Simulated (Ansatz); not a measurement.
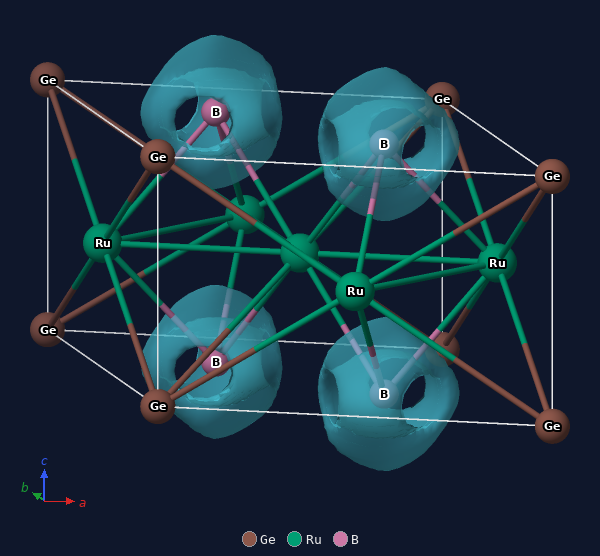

GeB2Ru3. Isosurface of the electron localisation function at 0.6 (cyan), seen slightly off an axis. Core shells are left out. Sticks mark near contacts.

Space group P6/mmm; built by placing these elements on a known structure type; computed pressure about 23 GPa in this cell; computed without spin polarisation.

These are results of DFT, PAW plane waves, r2SCAN in Ansatz 0.2.0, not measurements.

Core electrons are frozen (PAW), and the valence fields are smoothed inside the atomic spheres.

**Describe the localisation domains.**

The ELF exceeds this value in two regions wrapped around B (the valence shell of each), counted in one cell of 6 atoms. Any copies at cell faces, edges or corners count once. Along the contacts the grid gives the following. B–Ru (2.15 Å): the ELF peaks at about 0.70 in the valence shell of B, 0.7 Å from its nucleus, and is about 0.30 at the midpoint. Ru–Ru (2.52 Å): the ELF is about 0.25 at the midpoint; no shared electron pair shows on this line.
